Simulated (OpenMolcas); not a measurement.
**Excited-state calculation of C₂H₃N (part 2 of 2)**

The same run, continued: C₂H₃N, multiplicity 3; CASSCF/ANO-RCC-VDZ, DKH2 (OpenMolcas 26.06). The geometry comes from this level: GFN2-xTB.

Geometry of the input (Å):
```
C  -0.4455  -0.0990  -0.5607
C  0.4132  0.0953  0.5166
N  0.9208  -0.7746  1.2750
H  -0.7473  -1.0958  -0.8272
H  -0.8168  0.7294  -1.1349
H  0.6756  1.1447  0.7312
```

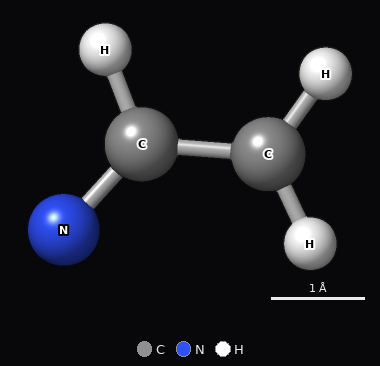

*The input geometry (ball-and-stick view, seen on its broad side).*

### Log, continued
```
::    RASSCF root number  1 Total energy:   -131.91704734
::    RASSCF root number  2 Total energy:   -131.76745480
::    RASSCF root number  3 Total energy:   -131.71421570
      Von Neumann Entropy (Root   1) =  1.30050

      Mulliken population analysis for root number:  1
      -----------------------------------------------

++    Molecular charges:
      ------------------

      Mulliken charges per centre
      ---------------------------

                C1      C2      N3      H4      H5      H6
      Total    6.1434  6.0820  7.1173  0.8969  0.8808  0.8796

      N-E     -0.1434 -0.0820 -0.1173  0.1031  0.1192  0.1204

      Total electronic charge=   22.000000

      Total            charge=   -0.000000
--

      Expectation values of various properties for root number:  1
      -----------------------------------------------------------

++    Molecular properties:
      ---------------------

      Charge (e):
                      =   -0.0000
      Dipole Moment (debye):
      Origin of the operator (angstrom)=    0.2830   -0.2463    0.3920
                   X= -1.1964E+00               Y=  1.5729E+00               Z= -1.7220E+00           Total=  2.6212E+00
      Quadrupole Moment (debye*angstrom):
      Origin of the operator (angstrom)=    0.2830   -0.2463    0.3920
                  XX= -1.9433E+01              XY=  1.3465E+00              XZ=  3.5854E-02              YY= -1.8023E+01
                  YZ=  1.5472E+00              ZZ= -1.9735E+01
      In traceless form (debye*angstrom)
                  XX= -5.5407E-01              XY=  2.0198E+00              XZ=  5.3781E-02              YY=  1.5614E+00
                  YZ=  2.3207E+00              ZZ= -1.0073E+00
--

      Mulliken spin population analysis for root number:  1
      ---------------------------------------------------

++    Molecular charges:
      ------------------

      Mulliken spin population per centre
      ---------------------------

                C1      C2      N3      H4      H5      H6
      Total    0.7536 -0.2451  1.4414  0.0013  0.0015  0.0472

      Total electronic spin=    2.000000
--

      LoProp population analysis for root number:  1
      -----------------------------------------------

++    LoProp analysis:
      ----------------

++    Static properties:
      ------------------

      LoProp Charges per center

                   C1       C2       N3       H4       H5       H6
      Nuclear      6.0000   6.0000   7.0000   1.0000   1.0000   1.0000
      Electronic  -6.1920  -6.0226  -7.1369  -0.8830  -0.8786  -0.8869

      Total       -0.1920  -0.0226  -0.1369   0.1170   0.1214   0.1131
--

      Natural Bond Order analysis for root number:  1

++    Natural Bond Order analysis
      ---------------------------
      Based on LoProp computed density
      -------------------------------------------------------------------------------------
      Atom A       Atom B       Bond Order
      -------------------------------------------------------------------------------------
      NBO located      0.998 non-bonded electrons on atom C1
      NBO located      0.999 non-bonded electrons on atom C2
      NBO located      0.998 non-bonded electrons on atom N3
      The remaining    9.597 electrons are to be considered as diffuse
--

--

      Von Neumann Entropy (Root   2) =  1.82801

      Mulliken population analysis for root number:  2
      -----------------------------------------------

++    Molecular charges:
      ------------------

      Mulliken charges per centre
      ---------------------------

                C1      C2      N3      H4      H5      H6
      Total    6.2072  6.0367  7.0988  0.8969  0.8808  0.8796

      N-E     -0.2072 -0.0367 -0.0988  0.1031  0.1192  0.1204

      Total electronic charge=   22.000000

      Total            charge=   -0.000000
--

      Expectation values of various properties for root number:  2
      -----------------------------------------------------------

++    Molecular properties:
      ---------------------

      Charge (e):
                      =   -0.0000
      Dipole Moment (debye):
      Origin of the operator (angstrom)=    0.2830   -0.2463    0.3920
                   X= -8.4376E-01               Y=  1.4755E+00               Z= -1.2568E+00           Total=  2.1139E+00
      Quadrupole Moment (debye*angstrom):
      Origin of the operator (angstrom)=    0.2830   -0.2463    0.3920
                  XX= -1.9623E+01              XY=  1.4544E+00              XZ= -4.3372E-01              YY= -1.8204E+01
                  YZ=  1.7283E+00              ZZ= -2.0197E+01
      In traceless form (debye*angstrom)
                  XX= -4.2230E-01              XY=  2.1816E+00              XZ= -6.5058E-01              YY=  1.7054E+00
                  YZ=  2.5925E+00              ZZ= -1.2831E+00
--

      Mulliken spin population analysis for root number:  2
      ---------------------------------------------------

++    Molecular charges:
      ------------------

      Mulliken spin population per centre
      ---------------------------

                C1      C2      N3      H4      H5      H6
      Total   -0.1126  0.8644  1.1996  0.0013  0.0015  0.0458

      Total electronic spin=    2.000000
--

      LoProp population analysis for root number:  2
      -----------------------------------------------

++    LoProp analysis:
      ----------------

++    Static properties:
      ------------------

      LoProp Charges per center

                   C1       C2       N3       H4       H5       H6
      Nuclear      6.0000   6.0000   7.0000   1.0000   1.0000   1.0000
      Electronic  -6.2576  -5.9770  -7.1170  -0.8830  -0.8786  -0.8869

      Total       -0.2576   0.0230  -0.1170   0.1170   0.1214   0.1131
--

      Natural Bond Order analysis for root number:  2

++    Natural Bond Order analysis
      ---------------------------
      Based on LoProp computed density
      -------------------------------------------------------------------------------------
      Atom A       Atom B       Bond Order
      -------------------------------------------------------------------------------------
      NBO located      0.998 non-bonded electrons on atom C1
      NBO located      0.999 non-bonded electrons on atom C2
      NBO located      0.998 non-bonded electrons on atom N3
      The remaining    9.310 electrons are to be considered as diffuse
--

--

      Von Neumann Entropy (Root   3) =  1.36995

      Mulliken population analysis for root number:  3
      -----------------------------------------------

++    Molecular charges:
      ------------------

      Mulliken charges per centre
      ---------------------------

                C1      C2      N3      H4      H5      H6
      Total    6.1429  5.8401  7.3198  0.8980  0.8821  0.9173

      N-E     -0.1429  0.1599 -0.3198  0.1020  0.1179  0.0827

      Total electronic charge=   22.000000

      Total            charge=   -0.000000
--

      Expectation values of various properties for root number:  3
      -----------------------------------------------------------

++    Molecular properties:
      ---------------------

      Charge (e):
                      =   -0.0000
      Dipole Moment (debye):
      Origin of the operator (angstrom)=    0.2830   -0.2463    0.3920
                   X= -1.7168E+00               Y=  2.2562E+00               Z= -2.4772E+00           Total=  3.7649E+00
      Quadrupole Moment (debye*angstrom):
      Origin of the operator (angstrom)=    0.2830   -0.2463    0.3920
                  XX= -1.9442E+01              XY=  1.2559E+00              XZ= -1.7842E+00              YY= -1.9286E+01
                  YZ=  1.7509E+00              ZZ= -2.0684E+01
      In traceless form (debye*angstrom)
                  XX=  5.4256E-01              XY=  1.8838E+00              XZ= -2.6764E+00              YY=  7.7715E-01
                  YZ=  2.6263E+00              ZZ= -1.3197E+00
--

      Mulliken spin population analysis for root number:  3
      ---------------------------------------------------

++    Molecular charges:
      ------------------

      Mulliken spin population per centre
      ---------------------------

                C1      C2      N3      H4      H5      H6
      Total    0.9513  0.7020  0.3467  0.0000 -0.0000  0.0000

      Total electronic spin=    2.000000
--

      LoProp population analysis for root number:  3
      -----------------------------------------------

++    LoProp analysis:
      ----------------

++    Static properties:
      ------------------

      LoProp Charges per center

                   C1       C2       N3       H4       H5       H6
      Nuclear      6.0000   6.0000   7.0000   1.0000   1.0000   1.0000
      Electronic  -6.1925  -5.7604  -7.3583  -0.8836  -0.8801  -0.9251

      Total       -0.1925   0.2396  -0.3583   0.1164   0.1199   0.0749
--

      Natural Bond Order analysis for root number:  3

++    Natural Bond Order analysis
      ---------------------------
      Based on LoProp computed density
      -------------------------------------------------------------------------------------
      Atom A       Atom B       Bond Order
      -------------------------------------------------------------------------------------
      NBO located      0.998 non-bonded electrons on atom C1
      NBO located      0.999 non-bonded electrons on atom C2
      NBO located      0.998 non-bonded electrons on atom N3
      The remaining    9.301 electrons are to be considered as diffuse
--

--

      Average orbitals are written to the RASORB file
      Natural orbitals for root   1 are written to the RASORB.1 file
      Natural orbitals for root   2 are written to the RASORB.2 file
      Natural orbitals for root   3 are written to the RASORB.3 file
      Spin density orbitals for root   1 are written to the SPDORB.1 file
      Spin density orbitals for root   2 are written to the SPDORB.2 file
      Spin density orbitals for root   3 are written to the SPDORB.3 file

--- Stop Module: rasscf /rc=_RC_ALL_IS_WELL_ ---
           step3.RasOrb.3 step3.rasscf.h5 step3.SpdOrb.1 step3.SpdOrb.2 step3.SpdOrb.3 xmldump

--- Start Module: rassi ---

                                               &RASSI

                       available to each process: 1.9 GB of memory, 1 thread

      ********************************************************************************
      *                             General data section                             *
      ********************************************************************************

   Specific data for JOBIPH file JOBIPH
   -------------------------------------

   Header from SEWARD:

   CASSCF title (first line only):
       (No title given)

  STATE IRREP:                1
  SPIN MULTIPLICITY:          3
  ACTIVE ELECTRONS:           4
  MAX RAS1 HOLES:             0
  MAX RAS3 ELECTRONS:         0
  NR OF CONFIG:              15

   The following data are common to all the states:
   ------------------------------------------------
   (note: frozen counts as inactive, deleted as secondary)

      Nr of irreps: 1

                 Total     No./Irrep
      Irrep                  1
                             a

      INACTIVE       9       9
      ACTIVE         4       4
      SECONDARY     20      20
      BASIS         33      33

      RAS1           0       0
      RAS2           4       4
      RAS3           0       0

        MATRIX ELEMENTS WILL BE COMPUTED FOR THE FOLLOWING ONE-ELECTRON OPERATORS, UNLESS ZERO BY SYMMETRY.
   (Herm=Hermitian, Anti=Antihermitian, Sing=Singlet operator, Trip=Triplet operator)
     MLTPL  0   1 (HERMSING)     MLTPL  1   1 (HERMSING)     MLTPL  1   2 (HERMSING)
     MLTPL  1   3 (HERMSING)     MLTPL  2   1 (HERMSING)     MLTPL  2   2 (HERMSING)
     MLTPL  2   3 (HERMSING)     MLTPL  2   4 (HERMSING)     MLTPL  2   5 (HERMSING)
     MLTPL  2   6 (HERMSING)     VELOCITY   1 (ANTISING)     VELOCITY   2 (ANTISING)
     VELOCITY   3 (ANTISING)     ANGMOM     1 (ANTISING)     ANGMOM     2 (ANTISING)
     ANGMOM     3 (ANTISING)     MLTPV  2   1 (ANTISING)     MLTPV  2   2 (ANTISING)
     MLTPV  2   3 (ANTISING)     MLTPV  2   4 (ANTISING)     MLTPV  2   5 (ANTISING)
     MLTPV  2   6 (ANTISING)

       EIGENSTATES OF A SPIN-FREE HAMILTONIAN WILL BE COMPUTED BASED ON:

  A Hamiltonian matrix computed by RASSI.

  Nr of states:                    3

   State:        1   2   3
  JobIph:        1   1   1
 Root nr:        1   2   3

  HAMILTONIAN MATRIX FOR THE ORIGINAL STATES:

  Diagonal, with energies
   -131.91704734   -131.76745480   -131.71421570

      OVERLAP MATRIX FOR THE ORIGINAL STATES:

  Diagonal, with elements
      1.00000000      1.00000000      1.00000000

::    RASSI State    1     Total energy:    -131.91704733614085
::    RASSI State    2     Total energy:    -131.76745479610668
::    RASSI State    3     Total energy:    -131.71421570207599

      ****************************************************************************************************
      *                                         Spin-free section                                        *
      *                 Note: index according to input order, order according to energy.                 *
      ****************************************************************************************************

  SPIN-FREE ENERGIES:
  (Shifted by EMIN (a.u.) =       -131.9170473361)

 SF State       Relative EMIN(au)   Rel lowest level(eV)    D:o, cm**(-1)

     1             0.0000000000        0.0000000000              0.0000
     2             0.1495925400        4.0706203864          32831.7676
     3             0.2028316341        5.5193299374          44516.3981

++ Dipole transition strengths (spin-free states):
   -----------------------------------------------
     for osc. strength at least  1.00000000E-05

      From   To        Osc. strength     Einstein coefficients Ax, Ay, Az (sec-1)    Total A (sec-1)
     -----------------------------------------------------------------------------------------------
         1    2       3.96355579E-03  6.29227469E+05  9.31366482E+05  1.28921490E+06  2.84980885E+06
         1    3       1.46503287E-04  1.19451686E+05  1.07197576E+03  7.31317476E+04  1.93655409E+05
         2    3       1.49723194E-05  8.57701230E+02  1.21850478E+01  4.93632993E+02  1.36351927E+03
     -----------------------------------------------------------------------------------------------
--

++ Velocity transition strengths (spin-free states):
   -------------------------------------------------
     for osc. strength at least  1.00000000E-05

      From   To        Osc. strength     Einstein coefficients Ax, Ay, Az (sec-1)    Total A (sec-1)
     -----------------------------------------------------------------------------------------------
         1    2       4.37868919E-03  9.66799170E+05  3.92194180E+05  1.78929770E+06  3.14829105E+06
         1    3       2.12793831E-04  1.74512574E+05  1.52213161E+03  1.05246877E+05  2.81281582E+05
     -----------------------------------------------------------------------------------------------
--

++ Length and velocity gauge comparison (spin-free states):
   --------------------------------------------------------

 --------------------------------------------------
 A comparison between the dipole oscillator strengths in
 length and velocity gauge will be performed

     All dipole oscillator differences above the tolerance of   1.00000000E-01  will be printed

 Due to basis set deficiency these oscillator may be problematic

 The tolerance is defined as ABS(1-O_l/O_v)
 O_l : dipole oscillator strength in length gauge
 O_p : dipole oscillator strength in velocity gauge
 --------------------------------------------------

  Problematic transitions have been found

      From   To       Difference (%) Osc. st. (len.) Osc. st. (vel.)
     ---------------------------------------------------------------
         1    3            31.152474  1.46503287E-04  2.12793831E-04
         2    3      ---------------  1.49723194E-05 below threshold
     ---------------------------------------------------------------

 Number of problematic transitions =                     2

--

 Electric-dipole - electric-octupole not included
 Electric-dipole - magnetic-quadrupole not included

      ****************************************************************************************************
      *                                    Special properties section                                    *
      ****************************************************************************************************

--- Stop Module: rassi /rc=_RC_ALL_IS_WELL_ ---

.##################.
.# Happy landing! #.
.##################.

    Timing: Wall=1.69 User=1.35 System=0.33
```

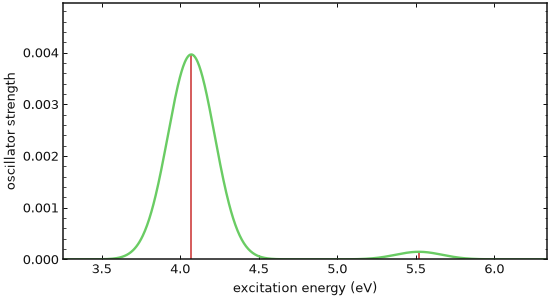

*Computed excitations as sticks (degenerate states added up, dark ones marked on the axis), with a Gaussian envelope of 0.35 eV full width at half maximum, scaled to the tallest.*

Of the 2 states the lowest lies at 4.07 eV (f = 0.004); the strongest line is at 4.07 eV, or 305 nm (f = 0.004).

### Summary

- outcome: converged
- total energy: −131.917047 hartree
- CASSCF energy: −131.917047 hartree
- basis functions: 33
- lowest singlet excitation: 4.07 eV
- wall time: 1.9 s
- peak memory: 0.082 GiB
